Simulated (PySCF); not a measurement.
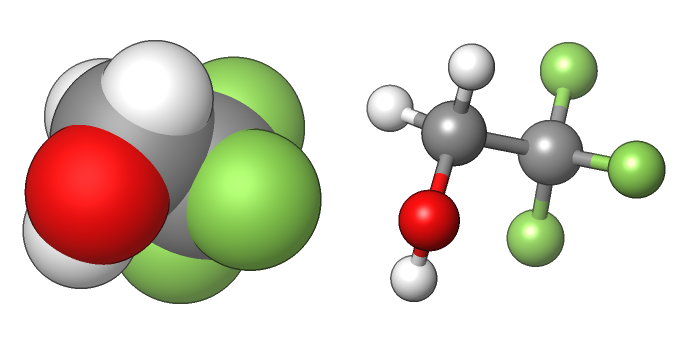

Both panels show the same species. Colours: oxygen red, carbon grey, fluorine green, hydrogen white.

The geometry was computed by an optimisation with PBE0-D3(BJ)/def2-SVP. No frequency run is at hand to confirm it as a minimum.

What does the picture show?

It has 9 atoms: 2 carbon, 3 hydrogen, 3 fluorine and 1 oxygen (C2H3F3O). SMILES: `OCC(F)(F)F`. It has no ring. Among its groups: alcohol, C–F bond. This geometry has C1 symmetry. Coordination: 1 O bent; 2 C tetrahedral.

More results for the same structure follow; atom numbers are the same in all pictures, views and colours differ.

## Geometry

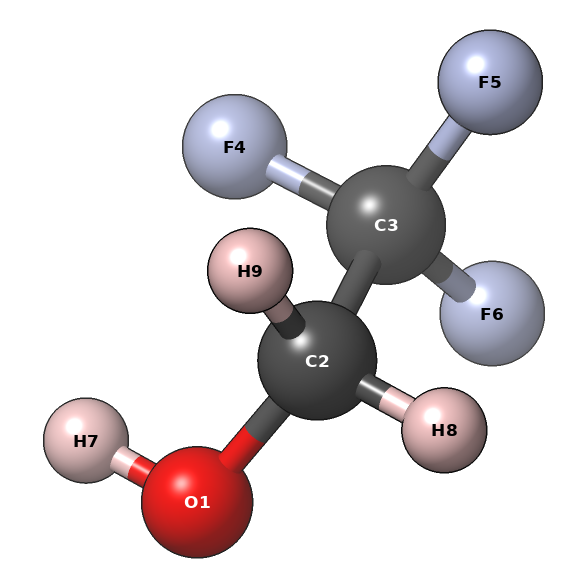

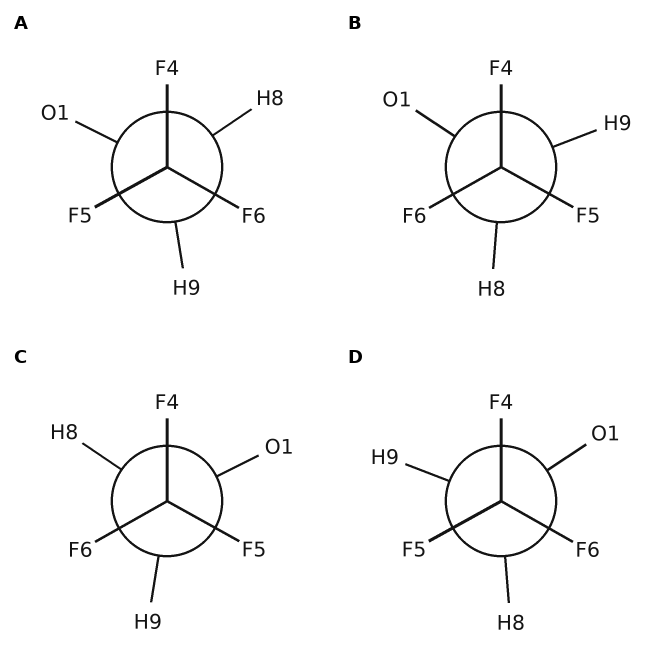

Atoms fade into the background with distance from the viewer. Bonds that would overlap in a projection are set slightly apart. No frequency run is at hand to confirm it as a minimum.

Which Newman projection shows the view along C3–C2, with C3 in front?

D. The torsion angle F4–C3–C2–O1 is 56°, synclinal (gauche).

## NMR shielding

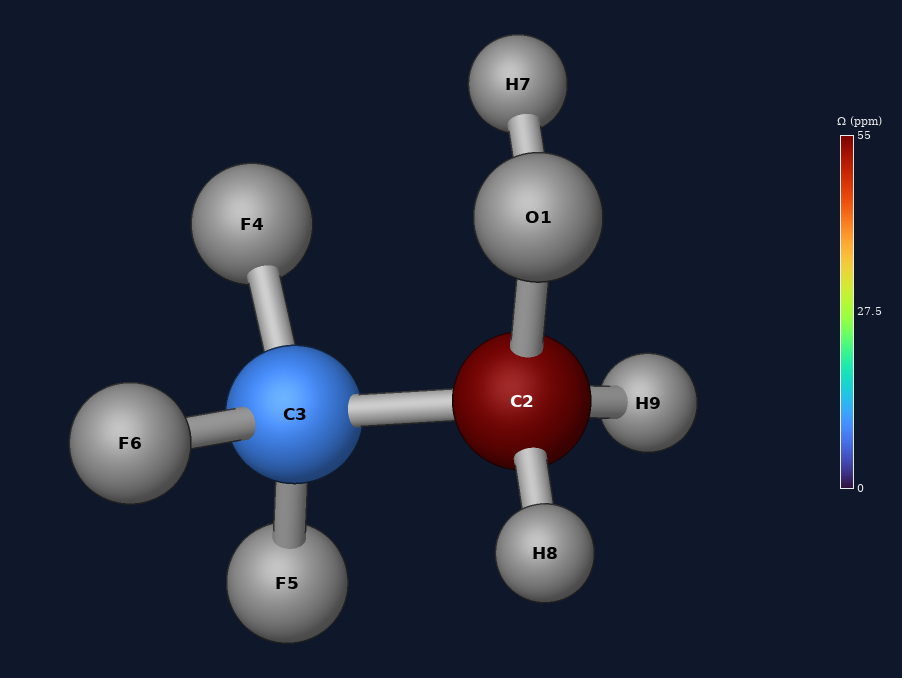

The C atoms are coloured by the span of their shielding tensor. No frequency run is at hand to confirm it as a minimum. Properties computed with GIAO PBE0/pcSseg-0 NMR shielding, non-relativistic, gas phase (PySCF 2.14.0). Principal shieldings σ11 ≤ σ22 ≤ σ33, span Ω = σ33 − σ11, skew κ = 3(σiso − σ22)/Ω.

Which C atom has the most anisotropic shielding?

C2, with a span of 55 ppm.

Give the shielding tensors of the C atoms.

| atom | σ11 | σ22 | σ33 | σiso | Ω | κ |
| --- | --- | --- | --- | --- | --- | --- |
| C2 | 99.0 | 118.0 | 153.9 | 123.6 | 55.0 | 0.31 |
| C3 | 41.3 | 44.7 | 51.0 | 45.7 | 9.7 | 0.30 |

Shieldings and span in ppm.

## Dipole moment

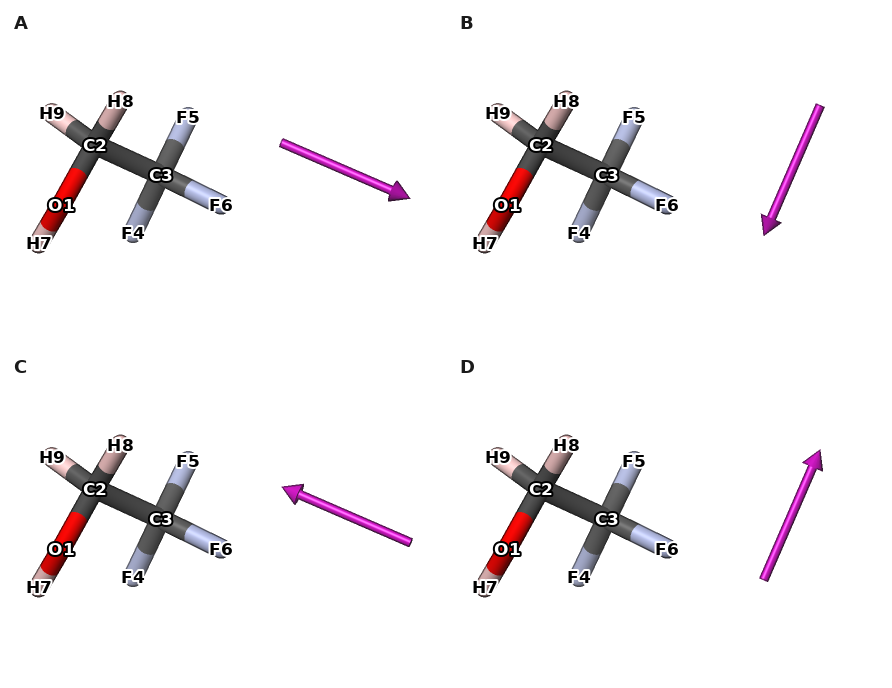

The same molecule four times, each with an arrow. No frequency run is at hand to confirm it as a minimum. Properties computed with PBE0/aug-cc-pVDZ, gas phase (PySCF 2.14.0).

Which arrow points along the dipole moment, from the negative to the positive end?

C. The dipole moment is 1.64 D; it points from the side of F6 to the side of H9 (the outermost atoms at the two ends).

## Charges

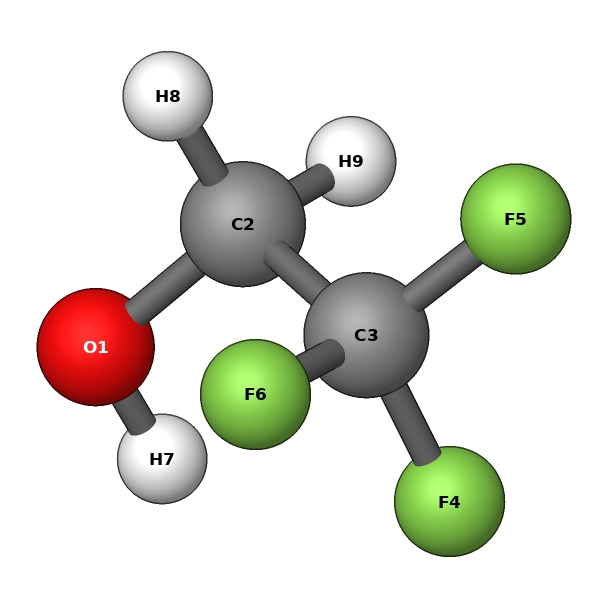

The questions are on Hirshfeld charges. No frequency run is at hand to confirm it as a minimum. Properties computed with PBE0/IGLO-III, gas phase (PySCF 2.14.0).

Which atom carries the highest charge (most positive or least negative)?

C3 (0.24 e).

And the lowest?

O1 (−0.22 e).

List the Hirshfeld charges.

```
atom  value (e)
  O1      −0.22
  C2      −0.03
  C3       0.24
  F4      −0.10
  F5      −0.09
  F6      −0.09
  H7       0.17
  H8       0.06
  H9       0.05
```
